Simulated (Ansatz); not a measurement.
Electronic density of states of amorphous Si₂₄O₄₉Na₂, density 2.20 g/cm³, on a 2×2×2 Γ-centred mesh with a Gaussian width of 0.1 eV; energies count from the Fermi level, whose place inside the gap is arbitrary. Cell and mesh are small, so fine structure isn't converged. Method: PBE, scalar-relativistic without spin-orbit coupling (plane waves to 420 eV, PAW; Ansatz, a quantum-chemistry and plane-wave program). Sampling: a 2×2×2 Γ-centred mesh; Fermi-Dirac width 0.02 eV; no spin polarisation. At PBE the levels at the filled edge of the gap are localised (band-tail or defect states), and the nearest spread-out levels lie 5.2 eV apart at the zone centre.

The cell was made by melting and quenching with the CHGNet potential and then relaxed with DFT. O atoms were pushed apart under 1.9 Å during the dynamics, to hinder bonds among them. The hot cell started wider than the set density and was brought back towards it in steps. It is the lowest in DFT energy of 2 quenches. It is a model cell: composition and starting density were chosen by hand, and all elements were melted together. No dispersion term was used. Its density started from a set value of 2.21 and ended at 2.20 g/cm³. The quench (nominally 320 K/ps over its main leg) was far faster than any real one, so the model tends to hold more defects than a real film. Values belong to this one cell and scatter from quench to quench. Volume and shape were free in the relaxation.

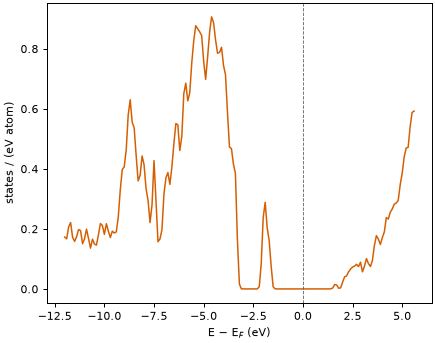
Fig. 1. Density of states per atom

The level gap on this mesh is 3.32 eV; the broadening fills part of it in the curve.
